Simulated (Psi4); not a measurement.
**[H2]+ (SMILES [H][H+]): UHF/may-cc-pVTZ (density fitting)**

Aim: the vertical electron affinity of [H2]+ at UHF/may-cc-pVTZ (density fitting), from 2 runs. The job is set up through a Python script.

Program for the calculation: Psi4 1.11.

11 further runs of the same task are left out: 5 that didn't finish, 6 set aside as unsound or not needed.

**1. Starting point**

[H2]+: 2 atoms, total charge +1, spin state doublet. As SMILES, `[H][H+]`. The coordinates come from a GFN2-xTB relaxation.

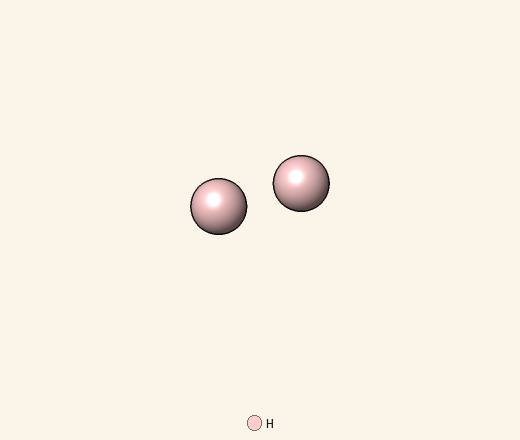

Viewed from a chosen angle; hydrogen pink.

**2. A single-point energy at UHF/may-cc-pVTZ (density fitting)**

Contents of h2.py:

```python
import psi4

psi4.set_memory('1600 MB')
psi4.set_num_threads(1)
psi4.core.set_output_file('run.log', False)

m = psi4.geometry("""
1 2
H      0.000000     0.000000     0.000000
H      0.000000     0.000000     1.026910
units angstrom
""")

psi4.set_options({
    'basis': 'may-cc-pVTZ',
    'reference': 'uhf',
})

e = psi4.energy('hf', molecule=m)
print('E =', round(e, 9))
```

Started as:

```
$ python h2.py
```

run.log (excerpt; [...] marks lines left out):

```text
[...]
  Running in d2h symmetry.
[...]
  Nuclear repulsion =    0.515310212842411
[...]
  Multiplicity = 2
[...]
  Nalpha       = 1
  Nbeta        = 0
[...]
    Number of basis functions: 28
[...]
   @DF-UHF iter   1:    -0.56516992853300    2.70223e-01   1.48799e-02 ADIIS/DIIS
[...]
   @DF-UHF iter   6:    -0.60206651946013   -1.61437e-10   9.24813e-09 DIIS
[...]
   @S^2 Observed:                7.500000000E-01
[...]
    Orbital Energies [Eh]
    ---------------------
    Alpha Occupied:
       1Ag    -1.117377
    Alpha Virtual:
       1B1u   -0.272401     2Ag    -0.013924     2B1u    0.143787
       1B2u    0.206274     1B3u    0.206274     3Ag     0.556976
       1B2g    0.630475     1B3g    0.630475     3B1u    1.062128
       4Ag     1.970343     4B1u    2.088316     2B2u    2.634860
       2B3u    2.634860     5Ag     2.680641     1B1g    2.680641
       6Ag     2.836160     5B1u    3.274368     1Au     3.274368
       3B2u    3.384637     3B3u    3.384637     2B3g    3.456576
       2B2g    3.456576     6B1u    3.569159     3B2g    4.300497
[...]
  @DF-UHF Final Energy:    -0.60206651946013
   => Energetics <=
    Nuclear Repulsion Energy =              0.5153102128424109
    One-Electron Energy =                  -1.1173767323025394
    Two-Electron Energy =                   0.0000000000000000
    Total Energy =                         -0.6020665194601286
  UHF NO Occupations:
  HONO-0 :    1 Ag 1.0000000
  LUNO+0 :    2 Ag 0.0000000
[...]
 Multipole Moments:
 ------------------------------------------------------------------------------------
     Multipole            Electronic (a.u.)      Nuclear  (a.u.)        Total (a.u.)
 ------------------------------------------------------------------------------------
 L = 1.  Multiply by 2.5417464519 to convert [e a0] to [Debye]
 Dipole X            :          0.0000000            0.0000000            0.0000000
 Dipole Y            :          0.0000000            0.0000000            0.0000000
 Dipole Z            :          0.0000000            0.0000000            0.0000000
 Magnitude           :                                                    0.0000000
[...]
```

On the terminal:

```text
E = -0.602066519
```

Wall time 1.8 s (1 thread of AMD EPYC 7B13 (Zen 3), shared host); peak memory 0.18 GiB.

**3. Singlet neutral H2**

Contents of calc.py:

```python
import psi4

psi4.set_memory('1600 MB')
psi4.set_num_threads(1)
psi4.core.set_output_file('output.dat', False)

mol = psi4.geometry("""
0 1
H      0.000000     0.000000     0.000000
H      0.000000     0.000000     1.026910
units angstrom
""")

psi4.set_options(dict(reference='uhf'))

e_tot = psi4.energy("scf/may-cc-pVTZ")
print(f'total energy {e_tot:.8f} hartree = {e_tot * 27.211386:.5f} eV')
```

Started as:

```
$ python calc.py
```

output.dat (excerpt; [...] marks lines left out):

```text
[...]
  Running in d2h symmetry.
[...]
  Nuclear repulsion =    0.515310212842411
[...]
  Multiplicity = 1
[...]
  Nalpha       = 1
  Nbeta        = 1
[...]
    Number of basis functions: 28
[...]
   @DF-UHF iter   1:    -1.09492389054553   -2.59531e-01   3.40037e-03 ADIIS/DIIS
[...]
   @DF-UHF iter   5:    -1.09707952992638   -7.04227e-10   1.26742e-07 DIIS
[...]
   @S^2 Observed:               -4.440892099E-16
[...]
    Orbital Energies [Eh]
    ---------------------
    Alpha Occupied:
       1Ag    -0.520374
    Alpha Virtual:
       1B1u    0.119616     2Ag     0.330625     2B1u    0.537950
       1B2u    0.670335     1B3u    0.670335     3Ag     0.997043
       1B2g    1.056074     1B3g    1.056074     3B1u    1.470100
       4Ag     2.530711     4B1u    2.624144     2B2u    3.207490
       2B3u    3.207490     5Ag     3.216631     1B1g    3.216631
       6Ag     3.425271     5B1u    3.798987     1Au     3.798987
       3B2u    3.933314     3B3u    3.933314     2B3g    4.003752
       2B2g    4.003752     6B1u    4.076581     3B2g    4.842255
[...]
  @DF-UHF Final Energy:    -1.09707952992638
   => Energetics <=
    Nuclear Repulsion Energy =              0.5153102128424109
    One-Electron Energy =                  -2.1840312830228030
    Two-Electron Energy =                   0.5716415402540133
    Total Energy =                         -1.0970795299263791
  UHF NO Occupations:
  HONO-0 :    1 Ag 2.0000000
  LUNO+0 :    2 Ag 0.0000000
[...]
 Multipole Moments:
 ------------------------------------------------------------------------------------
     Multipole            Electronic (a.u.)      Nuclear  (a.u.)        Total (a.u.)
 ------------------------------------------------------------------------------------
 L = 1.  Multiply by 2.5417464519 to convert [e a0] to [Debye]
 Dipole X            :          0.0000000            0.0000000            0.0000000
 Dipole Y            :          0.0000000            0.0000000            0.0000000
 Dipole Z            :          0.0000000            0.0000000            0.0000000
 Magnitude           :                                                    0.0000000
[...]
```

The script printed:

```text
total energy -1.09707953 hartree = -29.85305 eV
```

Wall time 1.8 s (1 thread of AMD EPYC 7B13 (Zen 3), shared host); peak memory 0.18 GiB.

**4. Outcome**

Level: UHF/may-cc-pVTZ (density fitting).

| quantity | value |
| --- | --- |
| doublet [H2]+: total energy | -0.60207 Eh |
| doublet [H2]+: HOMO energy (highest over α and β) | -30.41 eV |
| doublet [H2]+: ⟨S²⟩ | 0.750 |
| singlet neutral H2: total energy | -1.09708 Eh |
| singlet neutral H2: dipole moment | 0.00 D |
| singlet neutral H2: HOMO energy | -14.16 eV |
| singlet neutral H2: LUMO energy | 3.25 eV |
| singlet neutral H2: HOMO–LUMO gap | 17.42 eV |
| vertical electron affinity (to the singlet neutral) | 13.470 eV |

**Reading.** At fixed nuclei the extra electron is bound by 13.47 eV (311 kcal/mol).
